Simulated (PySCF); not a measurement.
# BF2 (SMILES F[B]F) at FCI/STO-3G

Aim: the energy change on altering one bond length of BF2 at FCI/STO-3G, from 2 runs. The job is set up through a Python script.

The calculation is run with PySCF 2.14.0.

13 further runs of the same task are left out: 4 that didn't finish, 9 set aside as unsound or not needed.

**1. The system as given**

BF2: 3 atoms, total charge 0, spin state doublet. As SMILES, `F[B]F`. The shape is that of a PBE0-D4/def2-TZVP optimisation.

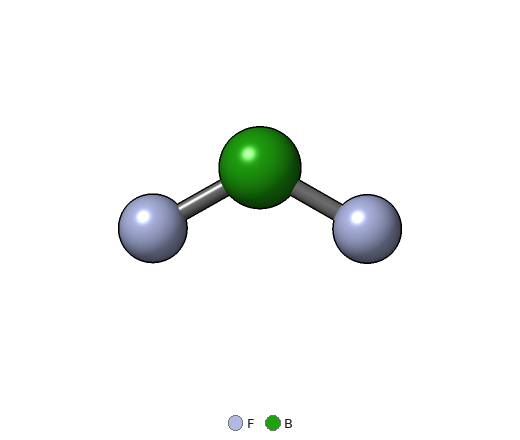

The structure, seen from a chosen angle (fluorine light blue, boron green).

**2. A single-point energy at FCI/STO-3G**

Contents of job.py:

```python
# F[B]F
from pyscf import gto, scf, mcscf

molecule = gto.M(
    atom='''
F    0.513100  -1.044300   0.160000
B    0.279000   0.240500   0.181300
F   -0.802900   0.738900  -0.354600
''',
    spin=1,
    verbose=4,
    charge=0,
    basis='sto-3g',
    max_memory=1860,
)

mf = scf.ROHF(molecule)
mf.conv_tol = 1e-10
mf.kernel()
if not mf.converged:
    mf = mf.newton().run(mf.mo_coeff, mf.mo_occ)

cas = mcscf.CASCI(mf, mf.mo_coeff.shape[-1] - 3, (molecule.nelec[0] - 3, molecule.nelec[1] - 3))  # full CI above the frozen core
cas.fix_spin_(ss=0.75)
cas.kernel()
e_final = cas.e_tot
print(f'total energy: {e_final:.8f} hartree')
```

On the command line:

```bash
$ OMP_NUM_THREADS=1 python job.py
```

Standard output:

```text
PySCF version 2.14.0

[INPUT] num. atoms = 3
[INPUT] num. electrons = 23
[INPUT] charge = 0
[INPUT] spin (= nelec alpha-beta = 2S) = 1
[INPUT] symmetry False subgroup None
[INPUT] Mole.unit = angstrom
[INPUT] Symbol           X                Y                Z      unit          X                Y                Z       unit  Magmom
[INPUT]  1 F      0.513100000000  -1.044300000000   0.160000000000 AA    0.969618474514  -1.973440991883   0.302356179930 Bohr   0.0
[INPUT]  2 B      0.279000000000   0.240500000000   0.181300000000 AA    0.527233588754   0.454479132958   0.342607346384 Bohr   0.0
[INPUT]  3 F     -0.802900000000   0.738900000000  -0.354600000000 AA   -1.517261105413   1.396318633441  -0.670096883771 Bohr   0.0

nuclear repulsion = 55.302284323941
number of shells = 9
number of NR pGTOs = 45
number of NR cGTOs = 15
basis = sto-3g
ecp = {}

******** <class 'pyscf.scf.rohf.ROHF'> ********
method = ROHF
initial guess = minao
damping factor = 0
level_shift factor = 0
DIIS = <class 'pyscf.scf.diis.CDIIS'>
diis_start_cycle = 1
diis_space = 8
diis_damp = 0
SCF conv_tol = 1e-10
SCF conv_tol_grad = None
SCF max_cycles = 50
direct_scf = True
direct_scf_tol = 1e-13
num. doubly occ = 11  num. singly occ = 1
Set gradient conv threshold to 1e-05
init E= -220.633808552665
  HOMO = -0.0532295476390858  LUMO = 0.218841833193813  gap/eV = 7.40344
cycle= 1 E= -220.384077012652  delta_E= 0.25  |g|= 0.435  |ddm|= 1.63
  HOMO = -0.0500560845750824  LUMO = 0.297157483225682  gap/eV = 9.44816
cycle= 2 E= -220.46549654237  delta_E= -0.0814  |g|= 0.14  |ddm|= 0.672
  HOMO = 0.00812200901373872  LUMO = 0.338834628857844  gap/eV = 8.99915
cycle= 3 E= -220.476579713906  delta_E= -0.0111  |g|= 0.0302  |ddm|= 0.173
  HOMO = 0.00355200795647126  LUMO = 0.34096292496828  gap/eV = 9.18142
cycle= 4 E= -220.477489622925  delta_E= -0.00091  |g|= 0.00581  |ddm|= 0.075
  HOMO = 0.00132617587176498  LUMO = 0.340249068825852  gap/eV = 9.22256
cycle= 5 E= -220.477509100628  delta_E= -1.95e-05  |g|= 0.000764  |ddm|= 0.00869
  HOMO = 0.0015158257729091  LUMO = 0.340397103187662  gap/eV = 9.22143
cycle= 6 E= -220.477509665709  delta_E= -5.65e-07  |g|= 0.00015  |ddm|= 0.00198
  HOMO = 0.00148582823129362  LUMO = 0.340395277702733  gap/eV = 9.22220
cycle= 7 E= -220.477509681518  delta_E= -1.58e-08  |g|= 2.48e-05  |ddm|= 0.0003
  HOMO = 0.00148326038744073  LUMO = 0.340392088023289  gap/eV = 9.22218
cycle= 8 E= -220.477509682048  delta_E= -5.3e-10  |g|= 5.17e-06  |ddm|= 5.08e-05
  HOMO = 0.00148199369545277  LUMO = 0.340392474994027  gap/eV = 9.22222
cycle= 9 E= -220.477509682076  delta_E= -2.76e-11  |g|= 7.39e-07  |ddm|= 1.19e-05
  HOMO = 0.00148207026556668  LUMO = 0.340392479384162  gap/eV = 9.22222
Extra cycle  E= -220.477509682076  delta_E= -4.55e-13  |g|= 3.29e-07  |ddm|= 1.01e-06
converged SCF energy = -220.477509682076

******** <class 'pyscf.mcscf.casci.CASCI'> ********
CAS (9e+8e, 12o), ncore = 3, nvir = 0
natorb = False
canonicalization = True
sorting_mo_energy = False
******** <class 'pyscf.fci.addons.SpinPenaltyFCISolver'> ********
max. cycles = 200
conv_tol = 1e-08
davidson only = True
linear dependence = 1e-12
level shift = 0.001
max iter space = 12
nroots = 1
pspace_size = 400
spin = None
Density matrix diagonal elements [1.99651993 1.99630838 1.9865877  1.98173427 1.97211953 1.98690787
 1.98774469 1.97819386 1.00814752 0.05362348 0.02995185 0.02216092]
CASCI converged
CASCI E = -220.569303080079  E(CI) = -77.9538221423232  S^2 = 0.7500000
total energy: -220.56930308 hartree
```

Wall time 2.5 s (1 thread of Arm Neoverse V2, shared host); peak memory 0.14 GiB.

**3. The distorted shape**

Contents of run.py:

```python
from pyscf import gto, mcscf

mol = gto.M(
    atom='''
F      0.700375    -2.072112     0.142960
B      0.279000     0.240500     0.181300
F     -0.802900     0.738900    -0.354600
''',
    basis='sto-3g',
    verbose=3,
    spin=1,
    max_memory=1860,
)

mf = mol.ROHF()
mf.conv_tol = 1e-10
mf.kernel()
if not mf.converged:
    mf = mf.newton().run(mf.mo_coeff, mf.mo_occ)

cas = mcscf.CASCI(mf, mf.mo_coeff.shape[-1] - 3, (mol.nelec[0] - 3, mol.nelec[1] - 3))  # full CI above the frozen core
cas.fix_spin_(ss=0.75)
cas.kernel()
etot = cas.e_tot
print(f'total energy: {etot:.8f} hartree')
```

On the command line:

```bash
$ OMP_NUM_THREADS=1 python run.py
```

Standard output:

```text
converged SCF energy = -220.330819706228
CASCI E = -220.417834103999  E(CI) = -70.6613804437711  S^2 = 0.7500000
total energy: -220.41783410 hartree
```

Run time: 2.8 s. Hardware: 1 thread of Arm Neoverse V2, shared host; peak memory 0.14 GiB.

**4. Summary of results**

Level: FCI/STO-3G, 3 core orbitals frozen.

| quantity | value |
| --- | --- |
| first shape: total energy | -220.56930 Eh |
| first shape: dipole moment (Hartree–Fock density) | 0.47 D |
| first shape: correlation energy (3 core orbitals frozen) | -91.8 mEh |
| distorted shape: total energy | -220.41783 Eh |
| distorted shape: dipole moment (Hartree–Fock density) | 0.89 D |
| distorted shape: correlation energy (3 core orbitals frozen) | -87.0 mEh |
| energy change with the F1–B2 bond stretched from 1.306 to 2.351 Å | 4.122 eV |

What this shows: With the F1–B2 bond stretched from 1.306 to 2.351 Å the energy rises by 4.12 eV (95 kcal/mol). The first shape isn't relaxed at this level, so the change isn't measured from a minimum. The minimal basis adds a large error of its own. Mulliken charges (first shape) of the mean-field density run from -0.20 on F1 to +0.41 on B2. Mulliken charges (distorted shape) of the mean-field density run from -0.19 on F3 to +0.17 on B2; they depend strongly on the basis.
